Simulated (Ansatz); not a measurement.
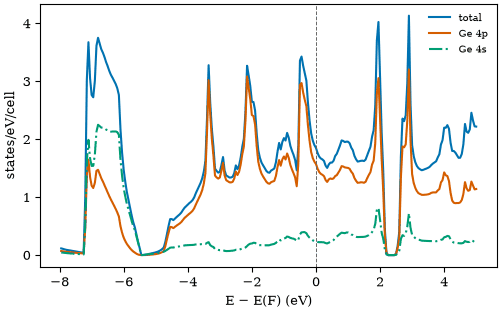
Figure. Total and projected density of states of Ge in space group Fd-3m (No. 227; Ge on 16d), the program Ansatz at the r²SCAN+D4 level (PAW)

Which orbitals carry the states next to the Fermi level?

Within 0.5 eV of the Fermi level: Ge 4p 85 %, Ge 4s 13 %. Projections are on Löwdin-orthogonalised atomic valence shells; empty p or d shells of many metals are not among them.

Where is the tallest occupied peak in this window, and what makes it?

Near -6.8 eV, about 3.8 states/eV per cell; the largest projected share is Ge 4s.

The workflow started from an entry of the Crystallography Open Database (COD). Its sites differ from those of the usual phase in this space group: another stacking or structure type. Symmetry was held in the r²SCAN+D4 relaxation; whether a distortion lowers the energy is not shown. The volume moved by 132 % from the start of the relaxation. Spin–orbit coupling is left out wherever it is not named.

Potentials: the later of the program's two PAW sets.
